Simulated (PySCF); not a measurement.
## Electronic structure of AlSi (quartet) in real space

```xyz
2

Al    0.0000    0.0000   -1.2396
Si    0.0000    0.0000    1.1954
```

All numbers below come from PySCF, PBE0/jorge-DZP-DKH, spin-free X2C-1e, Gaussian nucleus, at a bond length of 2.435 Å.

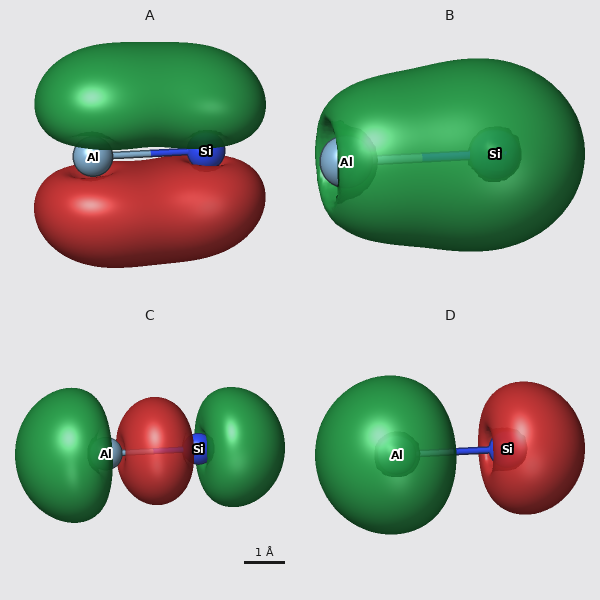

Figure 1. Four frontier β-spin orbitals, each drawn at the value that holds 80 % of its norm (green and red are the two phases), in no order; of a degenerate pair one member is drawn.

**Name the orbitals and rank them from lowest to highest energy.**

Orbital B: σ, occupied in this spin, −11.47 eV; mainly on Si (70 %).
Orbital D: σ, occupied in this spin, −7.58 eV; shared between the atoms (Al 65 %, Si 35 %).
Orbital C: σ, empty in this spin, −2.76 eV; shared between the atoms (Al 50 %, Si 50 %).
Orbital A: π, empty in this spin, −2.66 eV; bonding, with no node between the atoms.

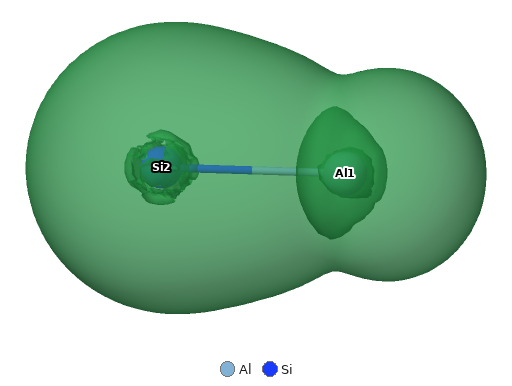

Figure 2. Isosurfaces of the spin density (α minus β) at +0.02 (green) and −0.02 e/Å³ (red), seen from one side.

**Which atoms carry the spin?**

The unpaired spin (3 electrons) lies mostly on Si2 (about 2.0) and Al1 (about 1.0), in electrons by Hirshfeld's partition. Only one sign reaches the isovalue.

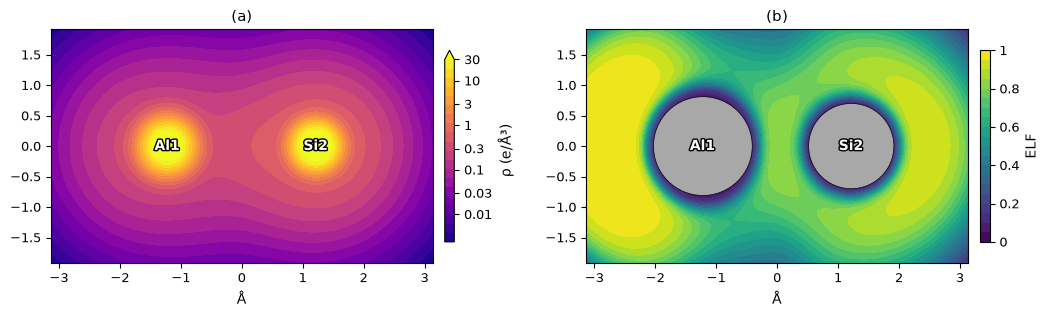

Figure 3. (a) electron density; (b) ELF on a plane that holds the molecular axis. Grey discs cover the atomic cores in the ELF map.

**What does the map show?**

The plane passes through Al and Si nuclei. Al–Si (2.43 Å): ρ at the midpoint is about 0.39 e/Å³, with its minimum of 0.34 e/Å³ about 0.9 Å from Al; the ELF peaks at about 0.85 in the valence shell of Si, 1.2 Å from its nucleus, and is about 0.85 at the midpoint. The ELF also peaks beside Si2, away from the bonds: non-bonding electrons, paired or unpaired.
